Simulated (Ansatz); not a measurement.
# How many bands does the GW gap of SrLi2SnS4 (I-42m) need?, part 2 of 2

How do accuracy and time trade against each other in G0W0 on SrLi2SnS4 (I-42m)?

Ansatz 0.2.0; G0W0 on PBE, plane waves, PAW. Known limits of the many-body steps: not at the basis limit; no spin-orbit coupling; coarse k mesh.

So far. Step 4 (883 empty bands, screening to 170 eV): Against the run with 4×4×4 mesh, 410 empty bands, screening to 102 eV, the gap moves by +0.016 eV.

### 5. Changing the k mesh: 2×2×2 mesh, 410 empty bands, screening to 102 eV

A second mesh at equal bands and cutoff isolates the sampling error. Bands and cutoff differ from the step before, so it is read against an earlier run that matches them.

File input.yaml:

```yaml
crystal:
  lattice:
    - [-3.3295, 3.3295, 3.959]
    - [3.3295, -3.3295, 3.959]
    - [3.3295, 3.3295, -3.959]
  atoms:
    - { symbol: Li, position: [0.25, 0.75, 0.5] }
    - { symbol: Li, position: [0.75, 0.25, 0.5] }
    - { symbol: Sr, position: [0.5, 0.5, 0.0] }
    - { symbol: Sn, position: [0.0, 0.0, 0.0] }
    - { symbol: S, position: [0.03526, 0.03526, 0.4132] }
    - { symbol: S, position: [0.96474, 0.37794, 0.0] }
    - { symbol: S, position: [0.62206, 0.62206, 0.5868] }
    - { symbol: S, position: [0.37794, 0.96474, 0.0] }
kpoints:
  mp_grid: { grid: [2, 2, 2] }
hamiltonian:
  xc: pbe
scf:
  occupations: { method: fixed }
gw:
  n_empty_bands: 410
  ecut_chi: 102
  qp_bands: [v2, c2]
  qp_kpoints: band_edges
  screening: { model: contour_deformation }
```

Command:

```console
$ ansatz run input.yaml --threads 2 --pin off --max-ram 92160MiB --backend cuda --events-out ev --progress --plain --runs-dir out --devices 1 --max-vram 13GiB  # rebuilt from the run's record
```

Numbers of over 12 decimals in the logs are rounded to 6 here.

What it wrote:

```text
GPUs: using 1 of 1 available (devices: 1).
[...]
GPU FFT provider: cuFFT
GPU libraries: cuBLAS 13.8.2, cuFFT 12.4.0, cuSOLVER 12.3.4
Crystal: 8 atoms, lattice volume = 175.551 Å³
Basis set: ecut = 420 eV, 3445 PW (Γ)
Bands: 35, of which v1, the nominal top of the filled ones, is band 27 counted from 1 (26 counted from 0)
Symmetry: 8 space group operations
[...]
k-points: 4 of 8
[...]
1    29      9.3902    -6.6469    -3.9249   -11.0166  0.7916     9.8379     9.8350  root
[...]
3    26      4.5704   -17.8300     2.3965   -14.5977  0.7515     3.7219     3.7347  root
     3    27      5.0475   -18.2091     2.3469   -15.0413  0.7543     4.2150     4.2265  root
     3    28      7.7271    -8.4268    -3.8655   -12.9031  0.7919     8.3427     8.3379  root
     3    29      9.2186    -6.9499    -3.9337   -11.3338  0.7930     9.6716     9.6687  root
[key lines of the parts left out:]
SCF converged after 6 iterations
Free energy (F): -13595.927873 eV
Fermi energy:    5.047456 eV
```

It took 15 s on 1 × NVIDIA H100 80GB HBM3 (shared by 6 runs) with 2 threads of AMD EPYC 7R13 (Zen 3), shared host; peak memory 1.3 GiB.

Numbers from this step:

| Item | Value |
| --- | --- |
| bands summed | 437 |
| RPA ε∞ on this mesh (eigenvalues) | 4.681, 4.820, 4.820 |
| plane waves in the screening matrix | 411 |
| G0W0 gap on the mesh | 4.097 eV |
| k of the valence top | -0.5, -0.5, -0.5 |
| k of the conduction bottom | 0, 0, 0 |
| starting gap on the mesh | 2.680 eV |
| least direct G0W0 gap on the computed points | 4.111 eV |

Against the run with 4×4×4 mesh, 410 empty bands, screening to 102 eV, the gap moves by −0.002 eV.

### 6. Changing the frequency model: 4×4×4 mesh, 410 empty bands, screening to 102 eV, plasmon pole

A plasmon pole stands in for the full frequency dependence of the screening; this run shows what that costs in accuracy.

Changes to input.yaml since step 5:

```diff
@@ -15,3 +15,3 @@
 kpoints:
-  mp_grid: { grid: [2, 2, 2] }
+  mp_grid: { grid: [4, 4, 4] }
 hamiltonian:
@@ -25,2 +25,2 @@
   qp_kpoints: band_edges
-  screening: { model: contour_deformation }
+  screening: { model: godby_needs }
```

What it wrote:

```text
GPUs: using 1 of 1 available (devices: 1).
[...]
GPU FFT provider: cuFFT
GPU libraries: cuBLAS 13.8.2, cuFFT 12.4.0, cuSOLVER 12.3.4
Crystal: 8 atoms, lattice volume = 175.551 Å³
Basis set: ecut = 420 eV, 3445 PW (Γ)
Bands: 35, of which v1, the nominal top of the filled ones, is band 27 counted from 1 (26 counted from 0)
Symmetry: 8 space group operations
[...]
k-points: 13 of 64 (time reversal used)
[...]
1    29      8.9621    -5.0852    -3.7140    -9.2038  0.8197     9.3679     9.3667  root
[...]
12    26      4.5728   -17.7449     2.3158   -14.5980  0.7749     3.7362     3.7417  root
    12    27      5.0506   -18.0946     2.2504   -15.0424  0.7763     4.2440     4.2489  root
    12    28      7.7232    -8.5642    -3.6569   -12.9071  0.8108     8.4120     8.4092  root
    12    29      9.2158    -7.0772    -3.7726   -11.3380  0.8130     9.7056     9.7040  root
[key lines of the parts left out:]
SCF converged after 6 iterations
Free energy (F): -13595.931176 eV
Fermi energy:    5.050584 eV
```

Wall time 52 s (1 × NVIDIA H100 80GB HBM3 (shared by 6 runs) with 2 threads); peak memory 2.6 GiB.

This step gave:

```yaml
bands_summed: 437
plasmon_pole_fit_frequency: 20.59 eV
rpa_eps_infinity_on_this_mesh_eigenvalues: 4.585, 4.724, 4.724
plane_waves_in_the_screening_matrix: 411
g0w0_gap_on_the_mesh: 4.115 eV
k_of_the_valence_top: -0.5, -0.5, -0.5
k_of_the_conduction_bottom: 0, 0, 0
starting_gap_on_the_mesh: 2.673 eV
least_direct_g0w0_gap_on_the_computed_points: 4.160 eV
```

Against the run with 4×4×4 mesh, 410 empty bands, screening to 102 eV, the gap moves by +0.017 eV.

### 7. Side by side

Times are wall times on 1 × NVIDIA H100 80GB HBM3 (shared by 6 runs) with 2 threads of AMD EPYC 7R13 (Zen 3), shared host, good to a factor of about two.

| mesh | files | frequency | bands summed | cutoff (eV) | start (eV) | G0W0 (eV) | time | host memory (GiB) |
| --- | --- | --- | --- | --- | --- | --- | --- | --- |
| 4×4×4 | default PAW | contour deformation | 172 | 51 | 2.673 | 4.035 | 18 s | 1.3 |
| 4×4×4 | default PAW | contour deformation | 437 | 102 | 2.673 | 4.099 | 36 s | 1.9 |
| 4×4×4 | default PAW | contour deformation | 910 | 170 | 2.673 | 4.114 | 2.7 min | 3.6 |
| 2×2×2 | default PAW | contour deformation | 437 | 102 | 2.680 | 4.097 | 15 s | 1.3 |
| 4×4×4 | default PAW | plasmon pole | 437 | 102 | 2.673 | 4.115 | 52 s | 2.6 |

How the two edges are built up, in eV (the quasiparticle level is the starting level plus Σx plus Σc less Vxc):

| run | edge | start | Σx | Σc | Vxc | Z | QP |
| --- | --- | --- | --- | --- | --- | --- | --- |
| 172 bands | valence top | 5.05 | -18.09 | 2.59 | -15.04 | 0.77 | 4.58 |
| 172 bands | conduction bottom | 7.75 | -9.58 | -3.35 | -13.81 | 0.80 | 8.62 |
| 437 bands | valence top | 5.05 | -18.09 | 2.22 | -15.04 | 0.76 | 4.22 |
| 437 bands | conduction bottom | 7.75 | -9.58 | -3.66 | -13.81 | 0.79 | 8.32 |
| 910 bands | valence top | 5.05 | -18.09 | 2.02 | -15.04 | 0.76 | 4.02 |
| 910 bands | conduction bottom | 7.75 | -9.58 | -3.84 | -13.81 | 0.79 | 8.13 |

 Where G0W0 reorders the edges (172 bands, 437 bands and 910 bands), the two states listed lie further apart at the start than the starting gap.

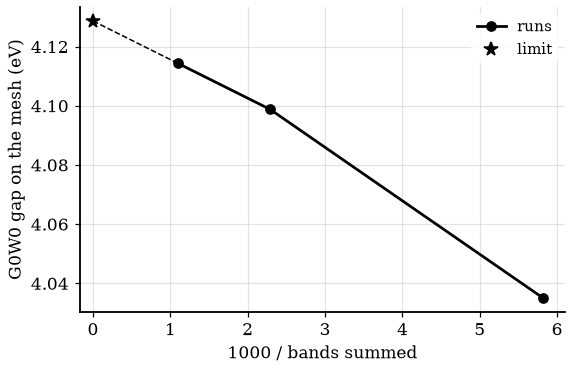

The gap against one over the number of bands; the dashed line carries the two highest rungs to the limit.

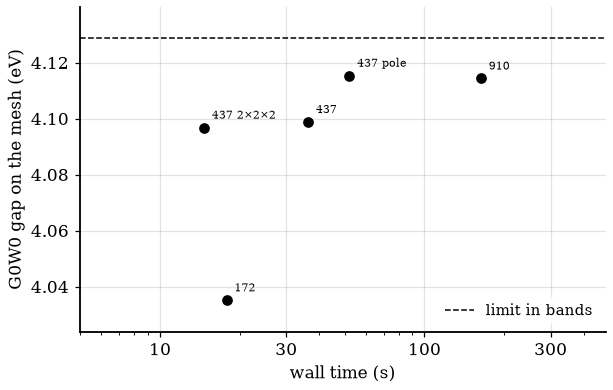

Result against wall time.

### 8. Summary of results

```yaml
172_bands_51_ev: 4.035 eV
437_bands_102_ev: 4.099 eV
910_bands_170_ev: 4.114 eV
estimated_limit_in_bands_and_cutoff: 4.13 eV
mesh_and_start: 4×4×4, PBE
```

A line in one over the bands through the two highest rungs gives 4.13 eV, +0.01 eV from the top rung; the pair below gives 4.14 eV, in fair agreement. The rungs stand 0.09 eV (172 bands), 0.03 eV (437 bands) and 0.01 eV (910 bands) from it. From 172 to 910 bands the gap moves by +0.08 eV while the time grows 9.2-fold. Σc changes by −0.57 eV at the valence top and −0.49 eV at the conduction bottom, so the levels themselves move more than the gap between them. On the 2×2×2 mesh in place of 4×4×4 the gap differs by −0.002 eV, of which +0.01 eV is already in the start. The plasmon-pole model gives +0.02 eV against contour deformation, 1 % of the correction, and saved no time in this program. The cheapest rung within 0.1 eV of this estimate is that with 172 bands (18 s). The many-body steps are scalar-relativistic: spin-orbit coupling is not in them.

[Paths, hosts, dates, memory and timing lines, banners, echoed tables and standing remarks are left out of the program output.]

[Logs are printed without paths, hosts, clocks, repeated set-up lines and the standing remarks that a program may print on its own settings, such as how far it seeks lower states.]

[Runs of the session that timed out or met a known fault of the program may be left out.]

[Cells called generated may have been cut or substituted from an entry of the Crystallography Open Database or the Materials Project.]

[Hosts, paths, dates, database ids (printed as entryN), source tags and the programs' standing remarks are cut or masked in the printed files.]
